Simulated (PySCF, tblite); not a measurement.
# C₃H₁₀NSi₂ radical: geometry, infrared bands and EPR parameters

Wanted: the infrared bands and EPR parameters of C₃H₁₀NSi₂ radical (`N[Si@@H]1CC[CH][SiH2]1`), by calculation.

Computed with tblite 0.8.0 and PySCF 2.14.0, with density-fitted response routines of our own, on a single molecule in the gas phase. Atoms are numbered from 0 throughout.

## 1. Starting geometry

16 atoms, charge 0, multiplicity 2; geometry from: force field or distance geometry start.

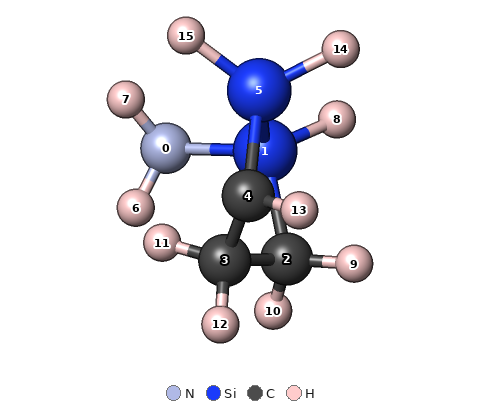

As it starts; nitrogen light blue, silicon blue, carbon dark grey, hydrogen pink, atoms numbered.

## 2. Relaxing the molecule with GFN2-xTB

Job settings and geometry (Å):

```
{"job": {"kind": "relax", "xc": "GFN2-xTB", "basis": "xTB"}, "charge": 0, "multiplicity": 2}
N      2.287800     0.079500    -0.621500
Si     1.084000    -0.008200     0.679200
C     -0.196700    -1.339900     0.340600
C     -1.012800    -0.691800    -0.767000
C     -1.716300     0.509400    -0.265400
Si    -0.460400     1.625900     0.559800
H      2.026100    -0.604800    -1.378400
H      2.364200     1.050000    -1.027400
H      1.667500    -0.133600     2.019200
H     -0.798900    -1.534200     1.252700
H      0.251400    -2.279000     0.000300
H     -0.273400    -0.367800    -1.525700
H     -1.720600    -1.405100    -1.223200
H     -2.621200     0.368600     0.298600
H     -0.856000     2.009300     1.913700
H     -0.032400     2.730400    -0.266800
```

The run is started by

```console
OMP_NUM_THREADS=1 python probes_run.py task.json out
```

One launch serves the whole session: the jobs run in the order shown.

Output:

```text
step      E/eV     max force
  0    -484.16339    1.661
  1    -484.31815    0.763
  2    -484.38535    0.555
  3    -484.42839    0.737
  4    -484.49951    0.815
  5    -484.53901    0.422
  6    -484.56392    0.355
  7    -484.58686    0.535
  8    -484.61193    0.660
  9    -484.63696    0.494
 10    -484.65711    0.275
 11    -484.66957    0.254
 12    -484.67877    0.382
 13    -484.68841    0.333
 14    -484.69609    0.211
 15    -484.70164    0.185
 16    -484.70763    0.278
 17    -484.71573    0.373
 18    -484.72382    0.315
 19    -484.72962    0.158
 20    -484.73348    0.173
 21    -484.73718    0.175
 22    -484.74274    0.276
 23    -484.75008    0.294
 24    -484.75705    0.186
 25    -484.76142    0.172
 26    -484.76454    0.140
 27    -484.76792    0.184
 28    -484.77125    0.179
 29    -484.77461    0.198
 30    -484.77809    0.239
 31    -484.78207    0.218
 32    -484.78662    0.246
 33    -484.79219    0.213
 34    -484.79598    0.135
 35    -484.79880    0.128
 36    -484.80091    0.140
 37    -484.80301    0.111
 38    -484.80521    0.116
 39    -484.80753    0.097
 40    -484.80947    0.108
 41    -484.81102    0.103
 42    -484.81250    0.097
 43    -484.81455    0.136
 44    -484.81675    0.130
 45    -484.81834    0.083
 46    -484.81934    0.101
 47    -484.82018    0.100
 48    -484.82133    0.094
 49    -484.82328    0.068
 50    -484.82397    0.056
 51    -484.82456    0.053
 52    -484.82500    0.056
 53    -484.82569    0.059
 54    -484.82660    0.089
 55    -484.82747    0.092
 56    -484.82831    0.062
 57    -484.82887    0.053
 58    -484.82974    0.103
 59    -484.83098    0.142
 60    -484.83322    0.146
 61    -484.83535    0.122
 62    -484.83716    0.124
 63    -484.83752    0.166
 64    -484.83926    0.136
 65    -484.84034    0.094
 66    -484.84251    0.088
 67    -484.84353    0.080
 68    -484.84490    0.104
 69    -484.84556    0.143
 70    -484.84706    0.111
 71    -484.84815    0.094
 72    -484.84894    0.059
 73    -484.84936    0.049
 74    -484.84992    0.058
 75    -484.85032    0.061
 76    -484.85072    0.053
 77    -484.85099    0.040
 78    -484.85121    0.027
 79    -484.85139    0.032
 80    -484.85159    0.044
 81    -484.85182    0.044
 82    -484.85207    0.036
 83    -484.85234    0.038
 84    -484.85262    0.039
 85    -484.85293    0.057
 86    -484.85324    0.064
 87    -484.85352    0.057
 88    -484.85374    0.058
 89    -484.85396    0.037
 90    -484.85422    0.044
 91    -484.85440    0.045
 92    -484.85477    0.046
 93    -484.85525    0.044
 94    -484.85572    0.051
 95    -484.85611    0.051
 96    -484.85661    0.076
 97    -484.85722    0.070
 98    -484.85782    0.089
 99    -484.85834    0.043
100    -484.85883    0.053
101    -484.85914    0.042
102    -484.85944    0.045
103    -484.85986    0.049
104    -484.86052    0.058
105    -484.86152    0.091
106    -484.86285    0.109
107    -484.86409    0.077
108    -484.86482    0.107
109    -484.86543    0.072
110    -484.86605    0.042
111    -484.86653    0.043
112    -484.86685    0.038
113    -484.86705    0.035
114    -484.86725    0.030
115    -484.86744    0.022
116    -484.86759    0.023
117    -484.86768    0.023
118    -484.86775    0.023
119    -484.86781    0.020
120    -484.86789    0.019
121    -484.86800    0.028
122    -484.86813    0.027
123    -484.86828    0.028
124    -484.86842    0.020
125    -484.86851    0.016
126    -484.86856    0.016
127    -484.86861    0.019
128    -484.86871    0.023
129    -484.86886    0.031
130    -484.86904    0.041
131    -484.86920    0.036
132    -484.86927    0.019
133    -484.86930    0.013
134    -484.86932    0.010
```

Wall time 0.78 s (1 thread of Arm Neoverse V2, shared host).

Relaxation path: (not every step is listed)

| step | energy from step 0 (eV) | largest force (eV/Å) |
| --- | --- | --- |
| 0 | 0.0000 | 1.6613 |
| 1 | -0.1548 | 0.7626 |
| 2 | -0.2220 | 0.5552 |
| 3 | -0.2650 | 0.7368 |
| 4 | -0.3361 | 0.8146 |
| 5 | -0.3756 | 0.4220 |
| 6 | -0.4005 | 0.3548 |
| 7 | -0.4235 | 0.5347 |
| 8 | -0.4485 | 0.6599 |
| 20 | -0.5701 | 0.1729 |
| 32 | -0.6232 | 0.2458 |
| 44 | -0.6534 | 0.1298 |
| 56 | -0.6649 | 0.0621 |
| 68 | -0.6815 | 0.1037 |
| 80 | -0.6882 | 0.0440 |
| 92 | -0.6914 | 0.0462 |
| 104 | -0.6971 | 0.0584 |
| 116 | -0.7042 | 0.0230 |
| 128 | -0.7053 | 0.0232 |
| 129 | -0.7055 | 0.0314 |
| 130 | -0.7056 | 0.0412 |
| 131 | -0.7058 | 0.0359 |
| 132 | -0.7059 | 0.0188 |
| 133 | -0.7059 | 0.0128 |
| 134 | -0.7059 | 0.0102 |

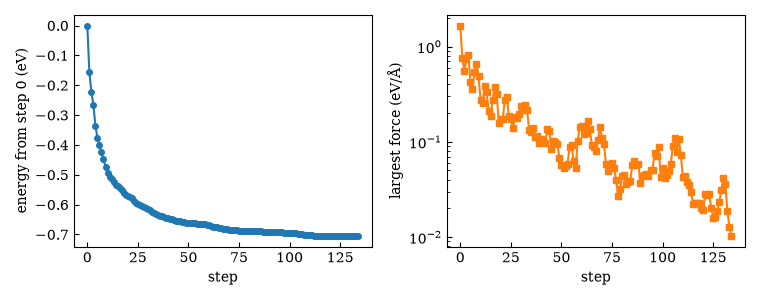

Energy and force, step by step.

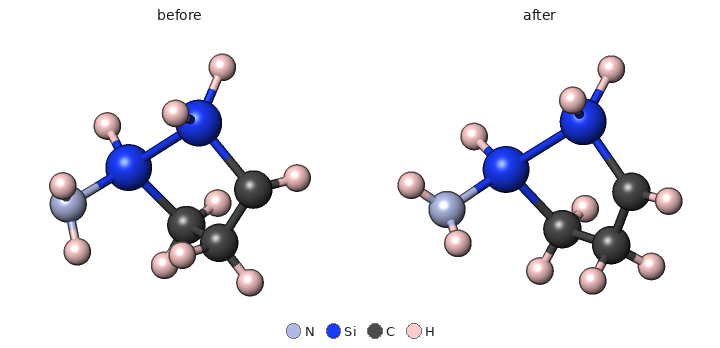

The geometry before (left) and after (right).

Close pairs (by a distance rule), those that changed most:

| bond | before (Å) | after (Å) | change (Å) |
| --- | --- | --- | --- |
| Si1–Si5 | 2.252 | 2.318 | +0.066 |
| N0–H7 | 1.055 | 1.007 | -0.048 |
| N0–H6 | 1.053 | 1.008 | -0.046 |
| N0–Si1 | 1.774 | 1.733 | -0.042 |
| Si1–C2 | 1.878 | 1.915 | +0.036 |
| Si5–H15 | 1.444 | 1.475 | +0.031 |
| C4–Si5 | 1.872 | 1.847 | -0.025 |
| C2–H9 | 1.110 | 1.090 | -0.020 |

The end geometry stands in the next job.

## 3. Infrared spectrum with GFN2-xTB

Job settings and geometry (Å):

```
{"job": {"kind": "ir", "xc": "GFN2-xTB", "basis": "xTB"}, "charge": 0, "multiplicity": 2}
N      2.333852     0.016721    -0.634460
Si     1.157504     0.063818     0.637164
C     -0.093268    -1.347776     0.307903
C     -1.235404    -0.846476    -0.576637
C     -1.657612     0.548876    -0.284673
Si    -0.525999     1.656916     0.666496
H      2.013091    -0.036558    -1.588389
H      3.114903     0.650090    -0.581815
H      1.960112    -0.202788     1.836536
H     -0.503687    -1.657047     1.269709
H      0.361679    -2.230576    -0.138769
H     -0.925396    -0.906542    -1.631833
H     -2.102232    -1.516525    -0.495292
H     -2.520213     0.895351    -0.837351
H     -1.022654     1.950740     2.023654
H     -0.362273     2.970721     0.016347
```

Output:

```text
mode    cm-1     km/mol
  1      77.4      1.11
  2     142.6      5.69
  3     147.9      3.01
  4     181.6     13.84
  5     221.8      7.55
  6     314.0      7.42
  7     388.0     33.08
  8     422.7      4.47
  9     447.8     24.04
 10     481.2     25.26
 11     524.8     66.46
 12     543.4    344.69
 13     556.8    134.67
 14     612.9     98.66
 15     641.2     75.38
 16     676.6     32.90
 17     750.3     65.82
 18     777.6     12.00
 19     817.8     45.28
 20     831.0    234.34
 21     862.1     45.58
 22     894.7    138.31
 23     969.4      2.36
 24    1088.1      7.20
 25    1113.9      6.90
 26    1160.2     43.31
 27    1249.9     11.84
 28    1276.7      1.75
 29    1317.5      4.71
 30    1457.9      7.58
 31    1489.7      2.60
 32    1528.5     46.86
 33    2114.2    459.52
 34    2145.0    238.79
 35    2192.2    440.11
 36    2825.9     32.84
 37    2889.4     50.93
 38    2982.3     54.76
 39    3001.0     37.02
 40    3043.7     58.14
 41    3470.1      5.64
 42    3504.2      1.01
```

It took 0.46 s on 1 thread of Arm Neoverse V2, shared host.

The strongest bands and the atoms that carry them (share of the mass-weighted mode):

| cm⁻¹ | km/mol | atoms |
| --- | --- | --- |
| 543 | 344.7 | H6 31 %, H7 30 %, N0 17 % |
| 557 | 134.7 | H8 58 %, H14 13 % |
| 613 | 98.7 | H14 29 %, H15 24 %, H8 16 % |
| 831 | 234.3 | H15 36 %, H14 33 % |
| 895 | 138.3 | Si1 30 %, N0 26 % |
| 2114 | 459.5 | H14 50 %, H15 46 % |
| 2145 | 238.8 | H15 51 %, H14 47 % |
| 2192 | 440.1 | H8 96 % |

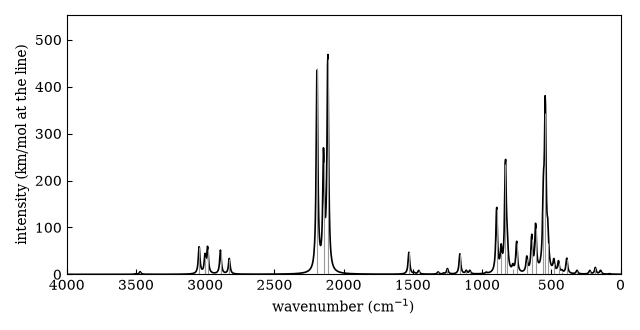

The infrared spectrum from these modes, unscaled. Lines are broadened to a width of 14 cm⁻¹ (Lorentzian).

## 4. g tensor and hyperfine couplings: B3LYP/pcH-1

The job, as its differences from that of step 3:

```diff
@@ -1,2 +1,2 @@
-{"job": {"kind": "ir", "xc": "GFN2-xTB", "basis": "xTB"}, "charge": 0, "multiplicity": 2}
+{"job": {"kind": "epr", "basis": "pcH-1"}, "charge": 0, "multiplicity": 2}
 N      2.333852     0.016721    -0.634460
```

Level: UKS B3LYP, pcH-1 on C H N Si, non-relativistic, mean-field spin-orbit, GIAO.

Output:

```text
UKS, coarse grid
  cycle   1  E = -754.00161468  |g| = 4.37e-01
  cycle   2  E = -753.91217889  |g| = 6.11e-01
  cycle   3  E = -754.08677935  |g| = 5.45e-02
  cycle   4  E = -754.08801181  |g| = 2.70e-02
  cycle   5  E = -754.08834411  |g| = 9.03e-03
  cycle   6  E = -754.08839058  |g| = 2.11e-03
  cycle   7  E = -754.08839520  |g| = 9.62e-04
UKS, final grid
  cycle   1  E = -754.08837544  |g| = 1.05e-03
  cycle   2  E = -754.08837513  |g| = 1.36e-03
  cycle   3  E = -754.08837598  |g| = 1.46e-04
  cycle   4  E = -754.08837599  |g| = 5.75e-05
  cycle   5  E = -754.08837600  |g| = 3.17e-05
  cycle   6  E = -754.08837600  |g| = 5.72e-06
E = -754.08837600 Eh   <S^2> = 0.7540 (exact 0.7500)
g shifts (ppm)      1          2          3
  rmc          -124       -124       -124
  gc              3         20         16
  oz_so         229        420        783
  total         108        316        675
hyperfine (MHz)  atom isotope    a_iso     a_fc   dipolar eigenvalues
    0   14N       0.08       0.08     -0.18      0.02      0.16
    1  29Si       0.20       0.19     -2.40      0.65      1.75
    2   13C       4.50       4.50     -1.07     -0.74      1.81
    3   13C     -29.82     -29.83     -2.94      0.80      2.14
    4   13C      87.38      87.48    -73.37    -72.26    145.63
    5  29Si      46.93      47.01     -3.12      0.29      2.83
    6    1H       0.04       0.04     -1.33     -1.11      2.44
    7    1H       0.44       0.44     -0.71     -0.56      1.27
    8    1H       4.79       4.79     -1.04     -0.81      1.85
    9    1H      -2.43      -2.43     -2.72     -2.31      5.03
   10    1H      -1.21      -1.21     -1.78     -1.45      3.23
   11    1H     144.29     144.29     -5.76     -2.71      8.47
   12    1H      90.82      90.81     -5.21     -3.79      8.99
   13    1H     -53.99     -54.01    -34.69     -0.97     35.66
   14    1H      97.40      97.40     -3.38     -1.63      5.02
   15    1H      44.88      44.88     -3.18     -1.93      5.10
```

It took 65 s on 1 thread of Arm Neoverse V2, shared host; peak memory 0.97 GiB.

Principal g values 2.00243, 2.00263, 2.00299; g(iso) = 2.00269, against 2.00232 for a free electron.

Mean a(iso) over the nuclei that a row names, and the largest dipolar term of the row (other rows stand at the frozen geometry):

| nuclei | isotope | a(iso) (MHz) | a(iso) (G, at g = 2.0023) | largest dipolar term (MHz) |
| --- | --- | --- | --- | --- |
| H11 | 1H | 144.3 | 51.5 | 8.5 |
| H14 | 1H | 97.4 | 34.8 | 5.0 |
| H12 | 1H | 90.8 | 32.4 | 9.0 |
| C4 | 13C | 87.4 | 31.2 | 145.6 |
| H13 | 1H | -54.0 | -19.3 | 35.7 |
| Si5 | 29Si | 46.9 | 16.7 | -3.1 |
| H15 | 1H | 44.9 | 16.0 | 5.1 |
| C3 | 13C | -29.8 | -10.6 | -2.9 |
| H8 | 1H | 4.8 | 1.7 | 1.9 |
| C2 | 13C | 4.5 | 1.6 | 1.8 |
| H9 | 1H | -2.4 | -0.9 | 5.0 |
| H10 | 1H | -1.2 | -0.4 | 3.2 |
| H6, H7 | 1H | 0.2 | 0.1 | 2.4 |
| Si1 | 29Si | 0.2 | 0.1 | -2.4 |

Mulliken spin populations:

N0 0.00; Si1 0.01; C2 0.00; C3 -0.08; C4 0.98; Si5 -0.04; H6 0.00; H7 0.00; H8 0.00; H9 0.00; H10 0.00; H11 0.06; H12 0.03; H13 -0.04; H14 0.05; H15 0.02

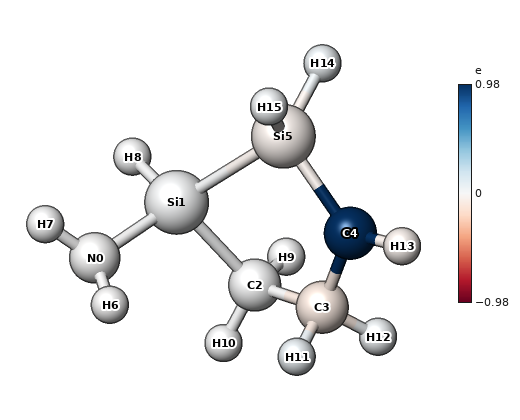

Mulliken spin populations, as colours on the atoms.

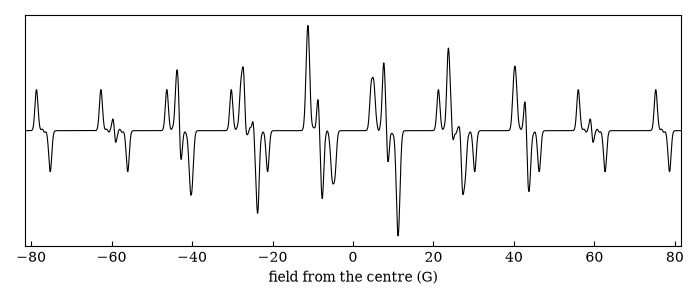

First-order isotropic spectrum (first derivative, main isotopes with spin only, couplings over 0.8 MHz, Gaussian width 0.4 G; couplings of the frozen geometry, rotation of groups not averaged beyond the rows shown).

The fields below are evaluated on a grid from the run's orbitals.

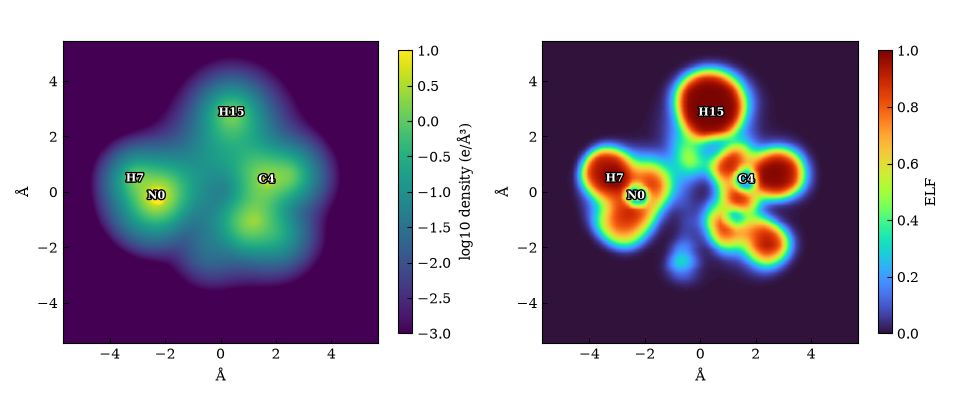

Density (left) and ELF (right) in a plane through or near 4 of the atoms.

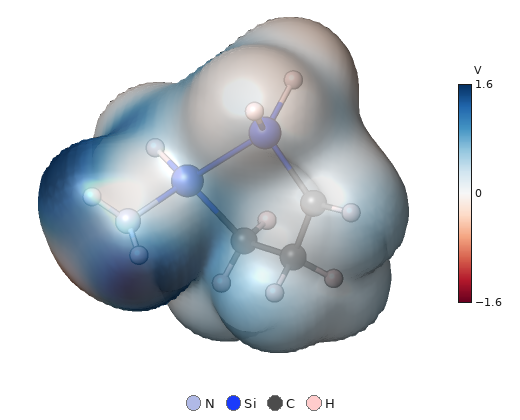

Electrostatic potential on the surface of density 0.002 e/bohr³; red is low, blue high. It runs from -1.24 V near N0 to 1.60 V near H6.

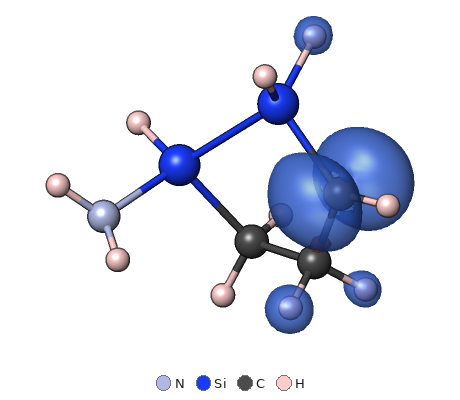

Spin density at ±0.04 e/Å³ (alpha excess blue, beta excess red).

## 5. Summary of results

```
                                 quantity                  value
strongest single infrared mode (GFN2-xTB)  2114 cm⁻¹, 460 km/mol
             zero-point energy (GFN2-xTB)          74.5 kcal/mol
                           g(iso) (B3LYP)                2.00269
                                     ⟨S²⟩     0.754 (exact 0.75)
       largest a(iso) (averaged by class)   1H on H11, 144.3 MHz
    surface potential, least and greatest     -1.24 V and 1.60 V
```

What this shows: Over 134 steps the energy fell by 0.706 eV; of the close pairs, Si1–Si5 changed most, 2.252 to 2.318 Å. All 42 modes are real, so the xTB geometry is a minimum. The strongest single mode, at 2114 cm⁻¹, moves mainly H14 and H15. Unscaled tight-binding wavenumbers are off by several per cent, some by more. Its intensities can rank the bands wrongly. C4 carries the largest spin population, 0.98 e. The isotropic g lies 0.4 ppt above the free-electron value.
